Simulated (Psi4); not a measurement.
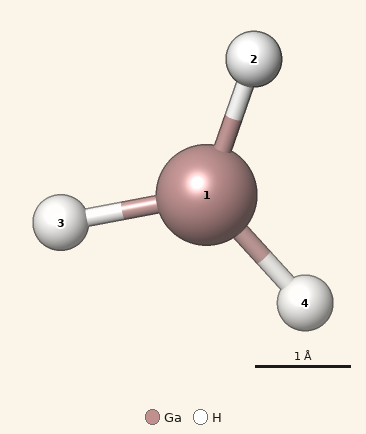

*The input geometry (ball-and-stick view, seen at a tilt; atoms are numbered from 1 in the order of the input). Sticks mark near contacts.*

Bond lengths as drawn: Ga–H 1.57 Å.

Single-point calculation, with input and output: GaH₃

- system: GaH₃
- method: CCSD(T)/6-311G, RHF (Psi4 1.11)

The geometry comes from this level: GFN2-xTB.

The input (run.py):
```python
import psi4

psi4.set_memory('1600 MB')
psi4.set_num_threads(1)
psi4.set_output_file('gah3.out', False)

with open('gah3.xyz') as f:
    atoms = ''.join(f.readlines()[2:])
molecule = psi4.geometry('0 1\n' + atoms + '')

psi4.set_options(dict(basis='6-311G', scf_type='pk', freeze_core=True))

E = psi4.energy('ccsd(t)')
print(f'ccsd(t) energy: {E:.10f} Eh')
for k, v in sorted(psi4.core.scalar_variables().items()):
    print(f'{k:45s} {v:18.10f}')
```

File gah3.xyz:
```
4
GaH3
Ga    -0.000160     0.000060     0.001280
H      1.566090    -0.029140     0.013370
H     -0.757820     1.371010    -0.018620
H     -0.808110    -1.341930     0.003970
```

Hardware: 1 thread of Intel Xeon (Sapphire Rapids), 16 GiB of memory available, shared host.

Run as:
```bash
python run.py
```

Output:
```
Psi4 1.11 release

   => Loading Basis Set <=

    Name: 6-311G
    Role: ORBITAL
    Keyword: BASIS

         ---------------------------------------------------------
                                   SCF
                              RHF Reference
                        1 Threads,   1525 MiB Core
         ---------------------------------------------------------

  ==> Geometry <==

    Molecular point group: c1
    Full point group: C1

    Geometry (in Angstrom), charge = 0, multiplicity = 1:

       Center              X                  Y                   Z               Mass
    ------------   -----------------  -----------------  -----------------  -----------------
         GA          -0.000008964789     0.000003361796     0.000071718310    68.925573500000
         H            1.566241035211    -0.029196638204     0.012161718310     1.007825032230
         H           -0.757668964789     1.370953361796    -0.019828281690     1.007825032230
         H           -0.807958964789    -1.341986638204     0.002761718310     1.007825032230

  Running in c1 symmetry.

  Rotational constants: A =      4.54517  B =      4.54320  C =      2.27210 [cm^-1]
  Rotational constants: A = 136260.87108  B = 136201.63880  C =  68115.77959 [MHz]
  Nuclear repulsion =   32.001201395424033

  Charge       = 0
  Multiplicity = 1
  Electrons    = 34
  Nalpha       = 17
  Nbeta        = 17

  ==> Algorithm <==

  SCF Algorithm Type is PK.
  DIIS enabled.
  MOM disabled.
  Fractional occupation disabled.
  Guess Type is SAD.
  Energy threshold   = 1.00e-08
  Density threshold  = 1.00e-08
  Integral threshold = 1.00e-12

  ==> Primary Basis <==

  Basis Set: 6-311G
    Blend: 6-311G
    Number of shells: 26
    Number of basis functions: 48
    Number of Cartesian functions: 50
    Spherical Harmonics?: true
    Max angular momentum: 2

  ==> Integral Setup <==

  Using in-core PK algorithm.
   Calculation information:
      Number of atoms:                   4
      Number of AO shells:              26
      Number of primitives:             48
      Number of atomic orbitals:        50
      Number of basis functions:        48

      Integral cutoff                 1.00e-12
      Number of threads:                 1

  Performing in-core PK
  Using 1384152 doubles for integral storage.
  We computed 61740 shell quartets total.
  Whereas there are 61776 unique shell quartets.

  ==> DiskJK: Disk-Based J/K Matrices <==

    J tasked:                  Yes
    K tasked:                  Yes
    wK tasked:                  No
    Memory [MiB]:             1144
    Schwarz Cutoff:          1E-12

  Minimum eigenvalue in the overlap matrix is 1.4834492917E-02.
  Reciprocal condition number of the overlap matrix is 3.4476126368E-03.
    Using symmetric orthogonalization.

  ==> Pre-Iterations <==

  SCF Guess: Superposition of Atomic Densities via on-the-fly atomic UHF (no occupation information).

   -------------------------
    Irrep   Nso     Nmo
   -------------------------
     A         48      48
   -------------------------
    Total      48      48
   -------------------------

  ==> Iterations <==

                        Total Energy        Delta E     RMS |[F,P]|

   @RHF iter SAD: -1920.62315735218613   -1.92062e+03   0.00000e+00
   @RHF iter   1: -1923.17558195084007   -2.55242e+00   6.65984e-02 ADIIS/DIIS
   @RHF iter   2: -1922.70513180611533    4.70450e-01   8.50349e-02 ADIIS/DIIS
   @RHF iter   3: -1924.89623595793341   -2.19110e+00   1.97236e-03 ADIIS/DIIS
   @RHF iter   4: -1924.90249670264166   -6.26074e-03   3.48055e-04 ADIIS/DIIS
   @RHF iter   5: -1924.90269657706676   -1.99874e-04   1.24243e-04 ADIIS/DIIS
   @RHF iter   6: -1924.90270862154080   -1.20445e-05   8.81460e-06 DIIS
   @RHF iter   7: -1924.90270872099632   -9.94555e-08   2.32347e-06 DIIS
   @RHF iter   8: -1924.90270872896485   -7.96854e-09   1.23438e-07 DIIS
   @RHF iter   9: -1924.90270872901624   -5.13865e-11   2.46988e-08 DIIS
   @RHF iter  10: -1924.90270872901465    1.59162e-12   2.57572e-09 DIIS
  Energy and wave function converged.

  ==> Post-Iterations <==

    Orbital Energies [Eh]
    ---------------------

    Doubly Occupied:

       1A   -378.812972     2A    -48.164127     3A    -42.494207
       4A    -42.490960     5A    -42.490959     6A     -6.391270
       7A     -4.488637     8A     -4.482110     9A     -4.482109
      10A     -1.197104    11A     -1.193408    12A     -1.193407
      13A     -1.186570    14A     -1.186567    15A     -0.600481
      16A     -0.428130    17A     -0.428073

    Virtual:

      18A      0.022831    19A      0.109167    20A      0.109181
      21A      0.163924    22A      0.188201    23A      0.237161
      24A      0.237209    25A      0.251070    26A      0.529807
      27A      0.529868    28A      0.531226    29A      0.814994
      30A      0.841117    31A      0.841151    32A      1.925797
      33A      1.925801    34A      2.014946    35A      2.096060
      36A      2.096145    37A      2.746339    38A      2.746380
      39A      2.749367    40A      4.177895    41A      4.254109
      42A      4.254161    43A      5.283313    44A     41.704704
      45A    210.899840    46A    210.943710    47A    210.943751
      48A    793.000338

    Final Occupation by Irrep:
              A
    DOCC [    17 ]
    NA   [    17 ]
    NB   [    17 ]

  @RHF Final Energy: -1924.90270872901465

   => Energetics <=

    Nuclear Repulsion Energy =             32.0012013954240331
    One-Electron Energy =               -2750.3856391265662751
    Two-Electron Energy =                 793.4817290021273948
    Total Energy =                      -1924.9027087290146483

Computation Completed

Properties will be evaluated at   0.000000,   0.000000,   0.000000 [a0]

Properties computed using the SCF density matrix

 Multipole Moments:

 ------------------------------------------------------------------------------------
     Multipole            Electronic (a.u.)      Nuclear  (a.u.)        Total (a.u.)
 ------------------------------------------------------------------------------------

 L = 1.  Multiply by 2.5417464519 to convert [e a0] to [Debye]
 Dipole X            :         -0.0011254            0.0006334           -0.0004920
 Dipole Y            :          0.0004027           -0.0002375            0.0001651
 Dipole Z            :          0.0085008           -0.0050674            0.0034334
 Magnitude           :                                                    0.0034724

 ------------------------------------------------------------------------------------

	total time  =          1 seconds =       0.02 minutes
 MINTS: Wrapper to libmints.

   Calculation information:
      Number of threads:                 1
      Number of atoms:                   4
      Number of AO shells:              26
      Number of SO shells:              26
      Number of primitives:             48
      Number of atomic orbitals:        50
      Number of basis functions:        48

      Number of irreps:                  1
      Integral cutoff                 1.00e-12
      Number of functions per irrep: [  48 ]

 OEINTS: Overlap, kinetic, potential, dipole, and quadrupole integrals
         stored in file 35.

      Computing two-electron integrals...done
      Computed 421620 non-zero two-electron integrals.
        Stored in file 33.

	Wfn Parameters:
	--------------------
	Wavefunction         = CCSD_T
	Number of irreps     = 1
	Number of MOs        = 48
	Number of active MOs = 39
	AO-Basis             = NONE
	Semicanonical        = false
	Reference            = RHF
	Print Level          = 1

	IRREP	# MOs	# FZDC	# DOCC	# SOCC	# VIRT	# FZVR
	-----	-----	------	------	------	------	------
	 A	   48	    9	    8	    0	    31	    0
	Transforming integrals...
	IWL integrals will be deleted.
	(OO|OO)...
	Presorting SO-basis two-electron integrals.
	Sorting File: SO Ints (nn|nn) nbuckets = 1
	Constructing frozen core operators
	Starting first half-transformation.
	Sorting half-transformed integrals.
	First half integral transformation complete.
	Starting second half-transformation.
	Two-electron integral transformation complete.
	(OO|OV)...
	Starting second half-transformation.
	Two-electron integral transformation complete.
	(OO|VV)...
	Starting second half-transformation.
	Two-electron integral transformation complete.
	(OV|OO)...
	Starting first half-transformation.
	Sorting half-transformed integrals.
	First half integral transformation complete.
	Starting second half-transformation.
	Two-electron integral transformation complete.
	(OV|OV)...
	Starting second half-transformation.
	Two-electron integral transformation complete.
	(OV|VV)...
	Starting second half-transformation.
	Two-electron integral transformation complete.
	(VV|OO)...
	Starting first half-transformation.
	Sorting half-transformed integrals.
	First half integral transformation complete.
	Starting second half-transformation.
	Two-electron integral transformation complete.
	(VV|OV)...
	Starting second half-transformation.
	Two-electron integral transformation complete.
	(VV|VV)...
	Starting second half-transformation.
	Two-electron integral transformation complete.
	Frozen core energy     =  -1863.01129638968769

	Size of irrep 0 of <ab|cd> integrals:      0.924 (MW) /      7.388 (MB)
	Total:                                     0.924 (MW) /      7.388 (MB)

	Size of irrep 0 of <ia|bc> integrals:      0.238 (MW) /      1.907 (MB)
	Total:                                     0.238 (MW) /      1.907 (MB)

	Size of irrep 0 of tijab amplitudes:       0.062 (MW) /      0.492 (MB)
	Total:                                     0.062 (MW) /      0.492 (MB)

	Nuclear Rep. energy          =     32.00120139542403
	SCF energy                   =  -1924.90270872901465
	One-electron energy          =   -172.95774821705797
	Two-electron energy          =     79.06513448230477
	Reference energy             =  -1924.90270872901692

	total time  =          0 seconds =       0.00 minutes
            **************************
            *                        *
            *        CCENERGY        *
            *                        *
            **************************

    Nuclear Rep. energy (wfn)     =   32.001201395424033
    SCF energy          (wfn)     = -1924.902708729014648
    Reference energy    (file100) = -1924.902708729016922

    Input parameters:
    -----------------
    Wave function   =     CCSD_T
    Reference wfn   =     RHF
    Brueckner       =     No
    Memory (Mbytes) =     1600.0
    Maxiter         =     50
    R_Convergence   =     1.0e-07
    E_Convergence   =     1.0e-06
    Restart         =     Yes
    DIIS            =     Yes
    AO Basis        =     NONE
    ABCD            =     NEW
    Cache Level     =     2
    Cache Type      =     LOW
    Print Level     =     1
    Num. of threads =     1
    # Amps to Print =     10
    Print MP2 Amps? =     No
    Analyze T2 Amps =     No
    Print Pair Ener =     No
    Local CC        =     No
    SCS-MP2         =     False
    SCSN-MP2        =     False
    SCS-CCSD        =     False

MP2 correlation energy -0.2088112328968131
                Solving CC Amplitude Equations
                ------------------------------
  Iter             Energy              RMS        T1Diag      D1Diag    New D1Diag    D2Diag
  ----     ---------------------    ---------   ----------  ----------  ----------   --------
     0        -0.208811232896813    0.000e+00    0.000000    0.000000    0.000000    0.091547
     1        -0.199944961602919    5.879e-02    0.008623    0.017823    0.017823    0.115625
     2        -0.211914306759249    2.159e-02    0.008909    0.022763    0.022763    0.126980
     3        -0.212756480392244    8.903e-03    0.010536    0.027176    0.027176    0.133864
     4        -0.212583067474038    1.623e-03    0.010715    0.027901    0.027901    0.134484
     5        -0.212625953784424    5.753e-04    0.010789    0.028191    0.028191    0.134619
     6        -0.212629215214267    1.396e-04    0.010801    0.028255    0.028255    0.134617
     7        -0.212627574283422    4.418e-05    0.010803    0.028273    0.028273    0.134618
     8        -0.212627852996470    1.505e-05    0.010803    0.028279    0.028279    0.134621
     9        -0.212627939448377    4.037e-06    0.010803    0.028279    0.028279    0.134623
    10        -0.212627821663534    1.049e-06    0.010803    0.028280    0.028280    0.134623
    11        -0.212627865954849    3.479e-07    0.010803    0.028280    0.028280    0.134623
    12        -0.212627855538278    8.512e-08    0.010803    0.028280    0.028280    0.134623

    Iterations converged.

    Largest TIA Amplitudes:
              5   3         0.0230464573
              5  10         0.0104603107
              7   5         0.0099987419
              6   6         0.0099904661
              7   1        -0.0092127199
              6   2         0.0092029812
              2  14        -0.0084079303
              1  15        -0.0084078674
              0   3        -0.0083779419
              0  16         0.0079014050

    Largest TIjAb Amplitudes:
      6   6   3   3        -0.0409409465
      7   7   3   3        -0.0409243877
      7   7   5   5        -0.0298155423
      6   6   6   6        -0.0297899186
      7   7   3  10        -0.0289932407
      7   7  10   3        -0.0289932407
      6   6   3  10        -0.0285190381
      6   6  10   3        -0.0285190381
      5   5   0   0        -0.0278119847
      7   7  10  10        -0.0268827741

    SCF energy       (wfn)                    = -1924.902708729014648
    Reference energy (file100)                = -1924.902708729016922

    Opposite-spin MP2 correlation energy      =   -0.146393919970791
    Same-spin MP2 correlation energy          =   -0.062417312926022
    Singles MP2 correlation energy            =   -0.000000000000000
    MP2 correlation energy                    =   -0.208811232896813
      * MP2 total energy                      = -1925.111519961913700

    Opposite-spin CCSD correlation energy     =   -0.157379572578780
    Same-spin CCSD correlation energy         =   -0.055248282959497
    Singles CCSD correlation energy           =    0.000000000000000
    CCSD correlation energy                   =   -0.212627855538278
      * CCSD total energy                     = -1925.115336584555280

            **************************
            *                        *
            *        CCTRIPLES       *
            *                        *
            **************************

    Wave function   =    CCSD_T
    Reference wfn   =      RHF

    Nuclear Rep. energy (wfn)                =   32.001201395424033
    SCF energy          (wfn)                = -1924.902708729014648
    Reference energy    (file100)            = -1924.902708729016922
    CCSD energy         (file100)            =   -0.212627855538278
    Total CCSD energy   (file100)            = -1925.115336584555280

    Number of ijk index combinations:              120
    Approx. words needed per explicit thread:          119164
    Number of threads for explicit ijk threading:    1

    MKL num_threads set to 1 for explicit threading.

    (T) energy                                =   -0.005777654545063
      * CCSD(T) total energy                  = -1925.121114239100280
```

Standard output:
```
ccsd(t) energy: -1925.1211142391 Eh
(T) CORRECTION ENERGY                              -0.0057776545
CC D1 DIAGNOSTIC                                    0.0282797223
CC D2 DIAGNOSTIC                                    0.1346231815
CC NEW D1 DIAGNOSTIC                                0.0282797223
CC T1 DIAGNOSTIC                                    0.0108029486
CCSD CORRELATION ENERGY                            -0.2126278555
CCSD DOUBLES ENERGY                                -0.2126278555
CCSD ITERATIONS                                    12.0000000000
CCSD OPPOSITE-SPIN CORRELATION ENERGY              -0.1573795726
CCSD SAME-SPIN CORRELATION ENERGY                  -0.0552482830
CCSD SINGLES ENERGY                                 0.0000000000
CCSD TOTAL ENERGY                               -1925.1153365846
CCSD(T) CORRELATION ENERGY                         -0.2184055101
CCSD(T) TOTAL ENERGY                            -1925.1211142391
CURRENT CORRELATION ENERGY                         -0.2184055101
CURRENT ENERGY                                  -1925.1211142391
CURRENT REFERENCE ENERGY                        -1924.9027087290
DD SOLVATION ENERGY                                 0.0000000000
HF KINETIC ENERGY                                1924.8843547482
HF POTENTIAL ENERGY                             -3849.7870634772
HF TOTAL ENERGY                                 -1924.9027087290
HF VIRIAL RATIO                                     2.0000095351
MP2 CORRELATION ENERGY                             -0.2088112329
MP2 DOUBLES ENERGY                                 -0.2088112329
MP2 OPPOSITE-SPIN CORRELATION ENERGY               -0.1463939200
MP2 SAME-SPIN CORRELATION ENERGY                   -0.0624173129
MP2 SINGLES ENERGY                                 -0.0000000000
MP2 TOTAL ENERGY                                -1925.1115199619
NUCLEAR REPULSION ENERGY                           32.0012013954
ONE-ELECTRON ENERGY                             -2750.3856391266
PCM POLARIZATION ENERGY                             0.0000000000
PE ENERGY                                           0.0000000000
SCF ITERATION ENERGY                            -1924.9027087290
SCF ITERATIONS                                     10.0000000000
SCF TOTAL ENERGY                                -1924.9027087290
TWO-ELECTRON ENERGY                               793.4817290021
```

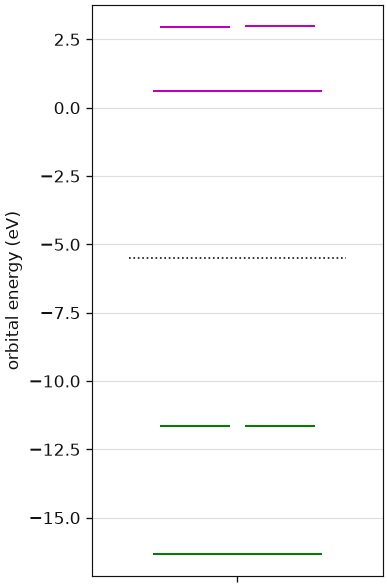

*Orbital energies near the frontier (SCF reference); the dotted line parts filled from empty levels, and levels within 0.02 eV of each other stand side by side.*

Highest filled −11.65 eV, lowest empty 0.62 eV, 12.27 eV apart.

Summary:

- outcome: converged
- total energy: −1925.121114 hartree
- SCF energy: −1924.902709 hartree
- MP2 energy: −1925.111520 hartree
- CCSD energy: −1925.115337 hartree
- correlation energy: −0.218406 hartree
- (T) correction: −0.005778 hartree
- basis functions: 48
- T1 diagnostic: 0.011
- HOMO of the SCF reference: −11.65 eV
- LUMO of the SCF reference: 0.62 eV
- wall time: 4.5 s
- peak memory: 0.22 GiB
